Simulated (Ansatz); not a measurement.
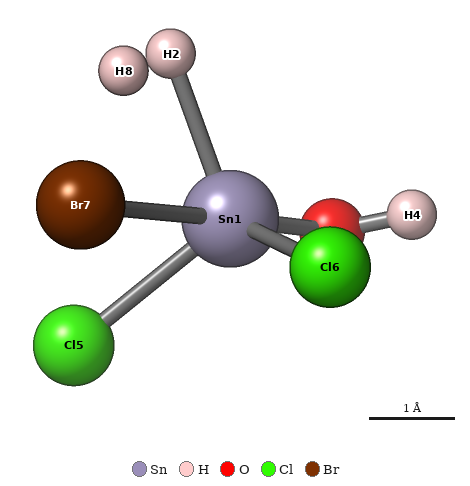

The input geometry (ball-and-stick view, seen at a tilt; atoms are numbered from 1 in the order of the input). Sticks mark near contacts. Bond lengths as drawn: Br–Sn 2.89 Å, Cl–Sn 2.41 Å, H–O 1.01 Å, H–Sn 2.09 Å and O–Sn 1.96 Å.

# Geometry relaxation of SnH$_{3}$BrCl$_{2}$O

SnH$_{3}$BrCl$_{2}$O, computed with RKS PBE-D4/def2-SVP (Ansatz 0.2.0).

The input holds or restrains some coordinates. It belongs to a series of runs on one base structure; here: pulled along the bonds that form and break, towards end B. Figures and captions count atoms from 1; the log counts them from 0 in places.

**Input file**
```yaml
crystal:
  periodic: [false, false, false]
  atoms:
    - { symbol: Sn, position_ang: [0.0, 0.0, 0.0] }
    - { symbol: H, position_ang: [0.0, 0.0, 2.09] }
    - { symbol: O, position_ang: [1.8483, 0.0, -0.6527] }
    - { symbol: H, position_ang: [2.1646, -0.9521, -0.7693] }
    - { symbol: Cl, position_ang: [-1.1351, 1.9666, -0.8025] }
    - { symbol: Cl, position_ang: [-1.1351, -1.9666, -0.8025] }
    - { symbol: Br, position_ang: [-2.7426, 0.0, 0.9113] }
    - { symbol: H, position_ang: [-1.0109, 0.0, 2.145] }
basis:
  gaussian: { orbitals: def2-SVP }
hamiltonian:
  xc: pbe
  dispersion: d4
relax:
  f_tol: 0.15
  max_steps: 25
  restrain:
    - { distance: [0, 6], at: 2.59, k: 30.0 }
    - { distance: [7, 1], at: 0.66, k: 30.0 }
    - { distance: [0, 1], at: 2.94, k: 30.0 }
    - { distance: [7, 6], at: 2.75, k: 30.0 }
```

Hardware: 4 threads of Intel Xeon @ 2.50GHz (Skylake/Cascade Lake), 32 GiB of memory available, shared host.

Command:
```bash
ansatz run input.yaml --threads 4 --pin off --max-ram 5120MiB --backend cpu --events-out ev --progress --plain --runs-dir out
```

**Log**
```
The last accepted step is kept in [file] (removed where the run ends without a failure and the disk answers)
Engine: ansatz 0.2.0, x86_64-unknown-linux-gnu
Functional definition: PBE
  parameter kappa = 0.804
  parameter beta = 0.06672455060314922
  exchange = pbe_x(kappa = kappa, mu = beta*pi^2/3)
  correlation = pbe_c(beta = beta)
1343 factors; their error is unknown
mean field evaluation 1: about -102970.6063 eV, gradient 6.0e1 eV
mean field evaluation 2: about -102869.5569 eV, gradient 1.9e2 eV
mean field evaluation 4: about -102974.9057 eV, gradient 3.0e1 eV
mean field evaluation 8: about -102978.0571 eV, gradient 5.9e-1 eV
mean field evaluation 16: about -102977.9734 eV, gradient 1.5e-3 eV
mean field -102977.97344149 eV, -3784.3707229975 hartree, gradient 1.7e-5 eV, S^2 0.000000; 2 other end points of the search recorded, 0 dependent functions left out
the calculation of the forces begins
reference -102977.97348024 eV, -3784.3707244213 hartree; 51, 51 occupied and 72, 72 virtual orbitals, 1343 factors
relax step   1: F+E_penalty+E_count = -102978.28459960 eV  Δ(F+E_penalty+E_count) = +0.000e0 eV  max|allowed force component| = 2.694e0 eV/Å  E_restraint = 19.88715117 eV  max|allowed force component, restraints' pulls added| = 2.628e1 eV/Å  Δτ_max = 0.0000 Å  (68 SCF iters, accepted)
  distance Sn 0 - Br 6 = 2.8900 Å
  distance H 7 - H 1 = 1.0124 Å
  distance Sn 0 - H 1 = 2.0900 Å
  distance H 7 - Br 6 = 2.1262 Å
these checks for a lower state are left out or cut short: starts, cluster_reference, orbital_swaps, neighbouring_geometries, increment
1343 factors; their error is unknown
mean field evaluation 32: about -102978.3421 eV, gradient 1.6e0 eV
mean field -102978.29945861 eV, -3784.3827039054 hartree, gradient 1.7e-5 eV, S^2 0.000000; 0 other end points of the search recorded, 0 dependent functions left out
[... from here on the field's lines of each further geometry are left out, up to the last ...]
relax step   2: F+E_penalty+E_count = -102978.59615654 eV  Δ(F+E_penalty+E_count) = -3.116e-1 eV  max|allowed force component| = 1.498e0 eV/Å  E_restraint = 7.36600469 eV  max|allowed force component, restraints' pulls added| = 1.510e1 eV/Å  Δτ_max = 0.1949 Å  (44 SCF iters, accepted)
relax step   3: F+E_penalty+E_count = -102978.84291956 eV  Δ(F+E_penalty+E_count) = -2.468e-1 eV  max|allowed force component| = 3.384e0 eV/Å  E_restraint = 1.04402985 eV  max|allowed force component, restraints' pulls added| = 6.154e0 eV/Å  Δτ_max = 0.1946 Å  (42 SCF iters, accepted)
relax step   4: F+E_penalty+E_count = -102979.69549609 eV  Δ(F+E_penalty+E_count) = -8.526e-1 eV  max|allowed force component| = 3.161e0 eV/Å  E_restraint = 0.04291151 eV  max|allowed force component, restraints' pulls added| = 2.104e0 eV/Å  Δτ_max = 0.1949 Å  (35 SCF iters, accepted)
relax step   5: F+E_penalty+E_count = -102980.26539773 eV  Δ(F+E_penalty+E_count) = -5.699e-1 eV  max|allowed force component| = 2.483e0 eV/Å  E_restraint = 0.04399856 eV  max|allowed force component, restraints' pulls added| = 8.602e-1 eV/Å  Δτ_max = 0.1949 Å  (35 SCF iters, accepted)
relax step   6: F+E_penalty+E_count = -102980.58903153 eV  Δ(F+E_penalty+E_count) = -3.236e-1 eV  max|allowed force component| = 1.358e0 eV/Å  E_restraint = 0.09381071 eV  max|allowed force component, restraints' pulls added| = 1.086e0 eV/Å  Δτ_max = 0.1950 Å  (35 SCF iters, accepted)
relax step   7: F+E_penalty+E_count = -102980.78054208 eV  Δ(F+E_penalty+E_count) = -1.915e-1 eV  max|allowed force component| = 1.642e0 eV/Å  E_restraint = 0.07821640 eV  max|allowed force component, restraints' pulls added| = 5.674e-1 eV/Å  Δτ_max = 0.1999 Å  (30 SCF iters, accepted)
relax step   8: F+E_penalty+E_count = -102980.92676981 eV  Δ(F+E_penalty+E_count) = -1.462e-1 eV  max|allowed force component| = 1.740e0 eV/Å  E_restraint = 0.06956101 eV  max|allowed force component, restraints' pulls added| = 2.560e-1 eV/Å  Δτ_max = 0.2000 Å  (29 SCF iters, accepted)
relax step   9: F+E_penalty+E_count = -102981.03221384 eV  Δ(F+E_penalty+E_count) = -1.054e-1 eV  max|allowed force component| = 8.233e-1 eV/Å  E_restraint = 0.11570287 eV  max|allowed force component, restraints' pulls added| = 1.749e0 eV/Å  Δτ_max = 0.1950 Å  (29 SCF iters, accepted)
relax step  10: F+E_penalty+E_count = -102981.04134583 eV  Δ(F+E_penalty+E_count) = -9.132e-3 eV  max|allowed force component| = 1.261e0 eV/Å  E_restraint = 0.08720769 eV  max|allowed force component, restraints' pulls added| = 8.641e-1 eV/Å  Δτ_max = 0.1159 Å  (28 SCF iters, accepted)
the calculation of the forces begins
reference -102980.76581623 eV, -3784.4733408764 hartree; 51, 51 occupied and 72, 72 virtual orbitals, 1343 factors
relax step  11: F+E_penalty+E_count = -102981.03623797 eV  Δ(F+E_penalty+E_count) = +5.108e-3 eV  max|allowed force component| = 1.620e0 eV/Å  E_restraint = 0.06807867 eV  max|allowed force component, restraints' pulls added| = 1.442e-1 eV/Å  Δτ_max = 0.0725 Å  (28 SCF iters, accepted)
```

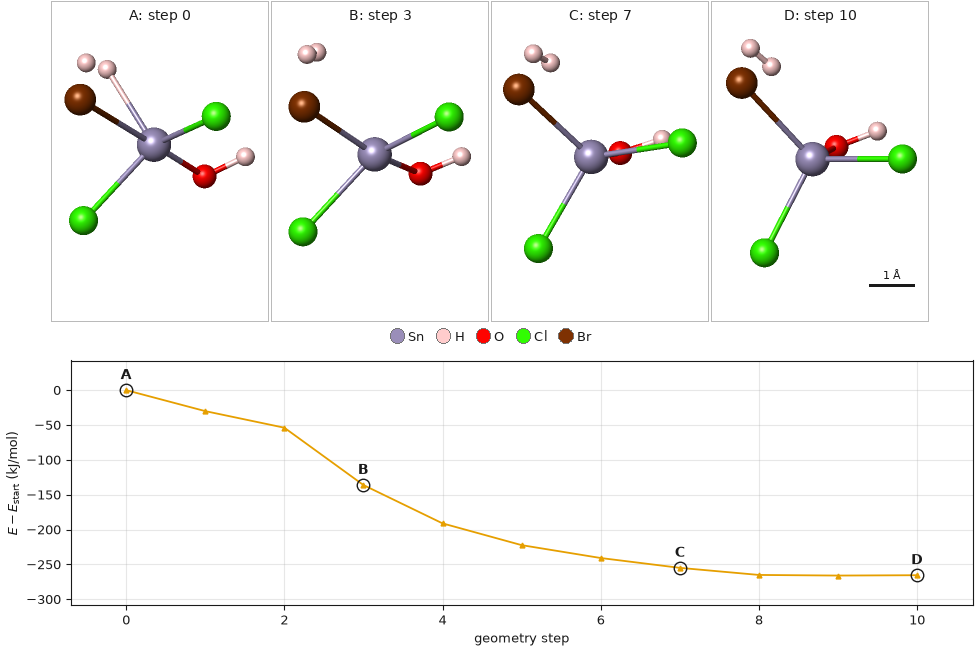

Frames of the restrained relaxation (ball-and-stick view, seen at a tilt) above the curves, on which the letters mark them (the first geometry is step 0 here and step 1 in the log).

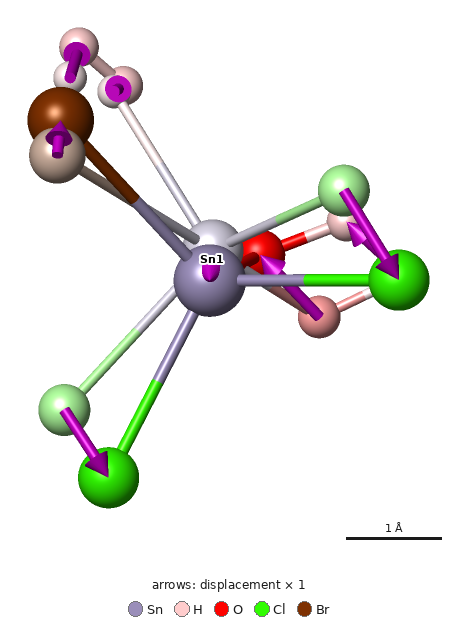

Start (faint) and end (solid) with the displacements as pink arrows, at true length (ball-and-stick view, seen at a tilt). The two geometries are laid on each other by the best rigid fit. The atom that moves furthest after the best rigid fit is Cl6 (1.12 Å). Largest moves by element: Cl 1.12 Å, H 1.01 Å, O 0.96 Å, Sn 0.84 Å, Br 0.46 Å. Distances before and after: Sn1–H2 2.090 → 2.947 Å, Sn1–Br7 2.890 → 2.565 Å, H2–H8 1.012 → 0.722 Å, Sn1–Cl5 2.408 → 2.343 Å. New bonds form: H2–H8 (1.01 → 0.72 Å). Among the angles that change: O3–Sn1–Br7 178.9° → 119.0°, Cl5–Sn1–Br7 70.0° → 107.1°, O3–Sn1–Cl5 109.5° → 105.8°. The energy falls by 265.5 kJ/mol in 10 geometry steps. Largest force component: 2.7 eV/Å at the start, 1.6 eV/Å at the end. (Atoms are counted from 1 in the order of the input.)

```
  distance Sn 0 - Br 6 = 2.5655 Å
  distance H 7 - H 1 = 0.7220 Å
  distance Sn 0 - H 1 = 2.9473 Å
  distance H 7 - Br 6 = 2.7563 Å
1343 factors; their error is unknown
mean field -102980.76577901 eV, -3784.4733395084 hartree, gradient 9.6e-6 eV, S^2 0.000000; 1 other end points of the search recorded, 0 dependent functions left out
the calculation of the forces begins
reference -102980.76581623 eV, -3784.4733408764 hartree; 51, 51 occupied and 72, 72 virtual orbitals, 1343 factors
Total energy: -102981.03627520 eV, -3784.4832800601 hartree
Atom 0 at    -0.648186    -0.019291    -0.514643 Å, force    -0.627783     0.013408     0.344351 eV/Å
Atom 1 at     0.355018     0.028650     2.256228 Å, force     1.619957    -0.015668    -0.853438 eV/Å
Atom 2 at     1.239473    -0.027361     0.136115 Å, force    -0.100664     0.129102    -0.015575 eV/Å
Atom 3 at     1.599360    -0.923301    -0.017433 Å, force     0.067926    -0.144247     0.006383 eV/Å
Atom 4 at    -0.905229     1.985017    -1.700678 Å, force     0.007346     0.000763    -0.003447 eV/Å
Atom 5 at    -0.861420    -1.901120    -1.910789 Å, force     0.002093    -0.034443    -0.040991 eV/Å
Atom 6 at    -2.555582    -0.133607     1.197191 Å, force     0.372974     0.010753    -0.618048 eV/Å
Atom 7 at    -0.234233     0.038913     2.673310 Å, force    -1.341848     0.040334     1.180765 eV/Å
Dipole moment:     0.175870    -0.241809     0.046293 e Å
```

**Trajectory as extended XYZ (Å, eV, eV/Å), 11 frames, from step=1 to step=11**
```
8
Properties=species:S:1:pos:R:3:forces:R:3 step=1 energy=-102978.28460
Sn    0.0000    0.0000    0.0000   -2.6943   0.0977  -0.2220
H     0.0000    0.0000    2.0900   -1.0613   0.0110  -0.0054
O     1.8483    0.0000   -0.6527    1.2155  -1.0909  -0.2748
H     2.1646   -0.9521   -0.7693   -0.3971   1.1308   0.1492
Cl   -1.1351    1.9666   -0.8025    1.2767   0.2505  -0.3872
Cl   -1.1351   -1.9666   -0.8025    1.1653  -0.3937  -0.4426
Br   -2.7426    0.0000    0.9113    0.0091   0.0012   1.8340
H    -1.0109    0.0000    2.1450    0.4861  -0.0066  -0.6512
8
Properties=species:S:1:pos:R:3:forces:R:3 step=2 energy=-102978.59616
Sn   -0.0994    0.0008   -0.1532   -1.4984   0.0000   0.2487
H    -0.0490    0.0001    2.2786    0.0659   0.0055   0.2231
O     1.8481   -0.0054   -0.6532   -0.0202  -0.5218   0.1699
H     2.1622   -0.9461   -0.7682   -0.3251   0.6282   0.1497
Cl   -1.1244    1.9773   -0.8121    0.9143   1.2641  -0.9477
Cl   -1.1256   -1.9787   -0.8127    0.8053  -1.3680  -0.9882
Br   -2.7671    0.0000    0.8237   -0.2270  -0.0008   1.1036
H    -0.8557   -0.0001    2.2164    0.2851  -0.0073   0.0409
8
Properties=species:S:1:pos:R:3:forces:R:3 step=3 energy=-102978.84292
Sn   -0.2385   -0.0019   -0.2893   -0.0535  -0.0936   0.5402
H    -0.0308   -0.0003    2.4539    3.3836   0.0063   0.6650
O     1.8110   -0.0107   -0.6353   -1.1238  -0.1068   0.3488
H     2.1503   -0.9344   -0.7608   -0.4291   0.3273   0.1607
Cl   -1.1032    2.0370   -0.8544    0.7859   1.7684  -1.1426
Cl   -1.1083   -2.0414   -0.8565    0.6435  -1.8854  -1.1873
Br   -2.7706    0.0001    0.7093   -0.1693  -0.0087   1.0193
H    -0.7208   -0.0004    2.3524   -3.0372  -0.0075  -0.4041
8
Properties=species:S:1:pos:R:3:forces:R:3 step=4 energy=-102979.69550
Sn   -0.3667   -0.0156   -0.3258   -0.0820  -0.0362  -0.0784
H     0.0301    0.0008    2.5714    3.1608   0.0156   0.7366
O     1.6926   -0.0052   -0.5986   -0.9952  -0.0401   0.3262
H     2.0836   -0.9063   -0.7379   -0.5658   0.2899   0.1846
Cl   -1.0027    2.1599   -0.9550    0.7259   0.4268  -0.5523
Cl   -1.0259   -2.1818   -0.9636    0.5835  -0.6222  -0.6252
Br   -2.7695   -0.0021    0.7053    0.0875  -0.0185   0.5984
H    -0.6523   -0.0018    2.4235   -2.9147  -0.0154  -0.5899
8
Properties=species:S:1:pos:R:3:forces:R:3 step=5 energy=-102980.26540
Sn   -0.4647   -0.0332   -0.3387   -0.3932   0.1039  -0.2171
H     0.0997    0.0022    2.5612    2.4834   0.0272   0.4087
O     1.5580    0.0256   -0.5197   -0.4403  -0.1496   0.3025
H     1.9373   -0.8730   -0.6807   -0.3663   0.1943   0.1615
Cl   -0.8451    2.1936   -1.0648    0.2864  -0.1196  -0.2247
Cl   -0.8973   -2.2505   -1.0896    0.2894   0.0051  -0.2796
Br   -2.7947   -0.0121    0.7982    0.3978  -0.0359   0.1491
H    -0.6039   -0.0048    2.4534   -2.2571  -0.0254  -0.3005
8
Properties=species:S:1:pos:R:3:forces:R:3 step=6 energy=-102980.58903
Sn   -0.5414   -0.0189   -0.3990   -0.4797  -0.0008   0.0714
H     0.1874    0.0066    2.4654    1.3580   0.0320  -0.0241
O     1.4681    0.0222   -0.3467   -0.1737  -0.1862   0.2133
H     1.8090   -0.8738   -0.5837   -0.2301   0.1753   0.1742
Cl   -0.7938    2.1923   -1.2004    0.0343  -0.1591  -0.1932
Cl   -0.8168   -2.2348   -1.2388    0.0891   0.1816  -0.2211
Br   -2.7758   -0.0342    0.9017    0.5173  -0.0157  -0.1379
H    -0.5476   -0.0115    2.5208   -1.1153  -0.0271   0.1175
8
Properties=species:S:1:pos:R:3:forces:R:3 step=7 energy=-102980.78054
Sn   -0.5901   -0.0185   -0.4157   -0.6215   0.0214   0.1113
H     0.2836    0.0062    2.4055    1.6419   0.0441  -0.1114
O     1.3918    0.0219   -0.1777   -0.0054  -0.1674   0.2110
H     1.7352   -0.8748   -0.3979   -0.1150   0.1114   0.1215
Cl   -0.8143    2.1428   -1.3333   -0.0287  -0.1454  -0.1720
Cl   -0.8209   -2.1640   -1.4171    0.0309   0.1924  -0.1653
Br   -2.7540   -0.0499    0.9809    0.5333  -0.0191  -0.2332
H    -0.4422   -0.0157    2.4748   -1.4355  -0.0374   0.2383
8
Properties=species:S:1:pos:R:3:forces:R:3 step=8 energy=-102980.92677
Sn   -0.6326   -0.0108   -0.4399   -0.4733  -0.0447   0.1969
H     0.3616   -0.0055    2.3344    1.7403   0.0101  -0.2814
O     1.3236    0.0096   -0.0127   -0.1358  -0.0445   0.1095
H     1.6814   -0.8798   -0.2276   -0.0732   0.0205   0.0612
Cl   -0.8473    2.0888   -1.4815   -0.0343  -0.1388  -0.1072
Cl   -0.8304   -2.0748   -1.5959    0.0007   0.1957  -0.0916
Br   -2.7171   -0.0711    1.0673    0.5461   0.0009  -0.3740
H    -0.3500   -0.0084    2.4752   -1.5705   0.0007   0.4866
8
Properties=species:S:1:pos:R:3:forces:R:3 step=9 energy=-102981.03221
Sn   -0.6436   -0.0112   -0.4704   -0.6606  -0.0558   0.2732
H     0.3781    0.0118    2.2817    0.8233   0.0164  -0.1958
O     1.2729   -0.0040    0.0999   -0.1222  -0.0266   0.0099
H     1.6312   -0.8846   -0.1417    0.0468  -0.0318   0.0519
Cl   -0.8670    2.0196   -1.6272   -0.0297  -0.0664  -0.0460
Cl   -0.8355   -1.9844   -1.7686    0.0087   0.1628   0.0102
Br   -2.6456   -0.0861    1.1542    0.5402   0.0073  -0.5740
H    -0.3013   -0.0131    2.5915   -0.6065  -0.0059   0.4706
8
Properties=species:S:1:pos:R:3:forces:R:3 step=10 energy=-102981.04135
Sn   -0.6479   -0.0113   -0.4682   -0.7040  -0.0551   0.1922
H     0.3851    0.0175    2.2859    1.2612   0.0208  -0.4421
O     1.2555   -0.0148    0.1271    0.0175  -0.0657   0.0216
H     1.6192   -0.9038   -0.0789   -0.0114   0.0453   0.0449
Cl   -0.8909    1.9697   -1.6956   -0.0150   0.0310   0.0045
Cl   -0.8470   -1.9096   -1.8564   -0.0015   0.0134   0.0170
Br   -2.6162   -0.1040    1.1857    0.4927   0.0150  -0.5798
H    -0.2687    0.0042    2.6197   -1.0397  -0.0048   0.7417
8
Properties=species:S:1:pos:R:3:forces:R:3 step=11 energy=-102981.03624
Sn   -0.6482   -0.0193   -0.5146   -0.6278   0.0134   0.3444
H     0.3550    0.0286    2.2562    1.6200  -0.0157  -0.8534
O     1.2395   -0.0274    0.1361   -0.1007   0.1291  -0.0156
H     1.5994   -0.9233   -0.0174    0.0679  -0.1442   0.0064
Cl   -0.9052    1.9850   -1.7007    0.0073   0.0008  -0.0034
Cl   -0.8614   -1.9011   -1.9108    0.0021  -0.0344  -0.0410
Br   -2.5556   -0.1336    1.1972    0.3730   0.0108  -0.6180
H    -0.2342    0.0389    2.6733   -1.3418   0.0403   1.1808
```

**Key numbers**

```json
{"quantity": "outcome", "value": "converged under the restraints of the input"}
{"quantity": "total energy", "value": "−102981.0363 eV"}
{"quantity": "mean-field energy", "value": "−102980.7658 eV"}
{"quantity": "largest force (length of the vector) at the end, held atoms and coordinates included", "value": "1.831 eV/Å"}
{"quantity": "wall time", "value": "19 s (CPU time 66 s)"}
{"quantity": "peak memory", "value": "0.23 GiB"}
```
